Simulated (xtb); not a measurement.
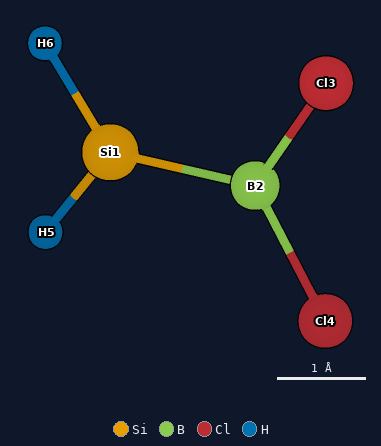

Figure 1. The structure as given in the input (ball-and-stick view, seen at an oblique angle; atoms are numbered from 1 in the order of the input). Bond lengths as drawn: B–Cl 1.76 Å, B–Si 1.90 Å and H–Si 1.46 Å.

## Run report: BSiH$_{2}$Cl$_{2}$, energy and gradient calculation

- system: BSiH$_{2}$Cl$_{2}$, multiplicity 2, SMILES [SiH2]B(Cl)Cl
- method: GFN-FF (xtb 6.7.1)

The geometry comes from this level: GFN2-xTB.

**Output**
```
* xtb version 6.7.1
   ID    Z sym.   atoms
    1   14 Si     1
    2    5 B      2
    3   17 Cl     3, 4
    4    1 H      5, 6

           -------------------------------------------------
          |                Calculation Setup                |
           -------------------------------------------------

          program call               : xtb start.xyz --gfnff --grad
          coordinate file            : start.xyz
          omp threads                :                     1

          charge from .CHRG file: 0

          ==================== Thresholds ====================
          CN  :   150.00000
          rep :   500.00000
          disp:  2500.00000
          HB1 :   250.00000
          HB2 :   450.00000

          Pauling EN used:
          Z : 1  EN :  2.20
          Z : 5  EN :  2.04
          Z :14  EN :  1.90
          Z :17  EN :  3.16
          electric field strengths (au): 0.000

           -------------------------------------------------
          |           Force Field Initialization            |
           -------------------------------------------------

          distances ...
          ----------------------------------------
          generating topology and atomic info file ...
          pair mat ...
          computing topology distances matrix with Floyd-Warshall algo ...
          making topology EEQ charges ...
          #fragments for EEQ constrain: 1
          ----------------------------------------
          generating topology and atomic info file ...
          pair mat ...
          computing topology distances matrix with Floyd-Warshall algo ...
          making topology EEQ charges ...
          #fragments for EEQ constrain: 1
          rings ...
          # BATM   8
          # H in HB   2

  atom   neighbors  erfCN metchar sp-hybrid imet pi  qest     coordinates
    1  Si      3    2.80   0.07         2    0    0   0.097   -0.524588    1.699091   -0.454460
    2  B       3    2.78   0.01         2    0    1   0.006    0.493143   -1.616113    0.443689
    3  Cl      1    1.07   0.00         0    0    1  -0.084    0.142731   -2.777916    3.535508
    4  Cl      1    1.08   0.00         0    0    1  -0.084    1.853708   -3.669999   -1.796109
    5  H       1    0.96   0.01         0    0    0   0.033   -0.307477    2.809494   -2.971103
    6  H       1    0.96   0.01         0    0    0   0.033   -1.657517    3.555463    1.242495

          #atoms :   6
          #bonds :   5
          #angl  :   6
          #tors  :   5
          #nmol  :   1
          #optfrag :   1
           -------------------------------------------------
          |                   G F N - F F                   |
          |          A general generic force-field          |
          |                  Version 1.0.3                  |
           -------------------------------------------------
          Number of HB bonds (bound hydrogen)     2
          Number of HB bonds (unbound hydrogen)   4
          Number of XB bonds                      0

 E+G (total)                   0 d,  0 h,  0 min,  0.000 sec
 distance/D3 list               ...        0 min,  0.000 sec (  1.702%)
 non bonded repulsion           ...        0 min,  0.000 sec (  4.876%)
 dCN                            ...        0 min,  0.000 sec (  3.081%)
 EEQ energy and q               ...        0 min,  0.000 sec ( 17.074%)
 D3                             ...        0 min,  0.000 sec (  8.167%)
 EEQ gradient                   ...        0 min,  0.000 sec (  2.661%)
 bonds                          ...        0 min,  0.000 sec ( 10.531%)
 bend and torsion               ...        0 min,  0.000 sec ( 11.297%)
 bonded ATM                     ...        0 min,  0.000 sec (  2.485%)
 HB/XB (incl list setup)        ...        0 min,  0.000 sec ( 27.241%)

         :::::::::::::::::::::::::::::::::::::::::::::::::::::
         ::                     SUMMARY                     ::
         :::::::::::::::::::::::::::::::::::::::::::::::::::::
         :: total energy              -0.463466728465 Eh    ::
         :: gradient norm              0.025342170510 Eh/a0 ::
         ::.................................................::
         :: bond energy               -0.471788869302 Eh    ::
         :: angle energy               0.001494708912 Eh    ::
         :: torsion energy             0.000000029824 Eh    ::
         :: repulsion energy           0.017102019588 Eh    ::
         :: electrostat energy        -0.006898956842 Eh    ::
         :: dispersion energy         -0.003374716406 Eh    ::
         :: HB energy                  0.000000000000 Eh    ::
         :: XB energy                  0.000000000000 Eh    ::
         :: bonded atm energy         -0.000000944240 Eh    ::
         :: external energy            0.000000000000 Eh    ::
         :: add. restraining           0.000000000000 Eh    ::
         :: total charge               0.000000000000 e     ::
         :::::::::::::::::::::::::::::::::::::::::::::::::::::

           -------------------------------------------------
          |                Property Printout                |
           -------------------------------------------------

molecular dipole:
                 x           y           z       tot (Debye)
 q only:       -0.293       0.948      -0.255       2.605

           -------------------------------------------------
          | TOTAL ENERGY               -0.463466728465 Eh   |
          | GRADIENT NORM               0.025342170510 Eh/α |
           -------------------------------------------------
########################################################################
[WARNING] Runtime exception occurred
-1- gfnff_setup: Could not read topology file.
########################################################################

------------------------------------------------------------------------
------------------------------------------------------------------------
 total:
 *  cpu-time:     0 d,  0 h,  0 min,  0.003 sec
 * ratio c/w:     1.000 speedup
 SCF:
 *  cpu-time:     0 d,  0 h,  0 min,  0.000 sec
 * ratio c/w:     0.997 speedup
```

**Standard error**
```
normal termination of xtb
```

The run was set up as follows.

**Input (start.xyz)**
```
6
BCl2H2Si
Si    -0.277600     0.899120    -0.240490
B      0.260960    -0.855210     0.234790
Cl     0.075530    -1.470010     1.870910
Cl     0.980940    -1.942080    -0.950460
H     -0.162710     1.486720    -1.572240
H     -0.877120     1.881470     0.657500
```

**File .CHRG**
```
0
```

**File .UHF**
```
1
```

Launch command:
```bash
xtb start.xyz --gfnff --grad > xtb.out 2> xtb.err
```

**Key numbers**

- outcome: converged
- total energy: −0.463467 hartree
- dispersion energy: −0.003375 hartree
- largest force: 1.122 eV/Å
- dipole moment: 2.60 D
- hardware: 1 thread of Arm Neoverse V1, 24 GiB of memory available, shared host
- peak memory: 0.072 GiB
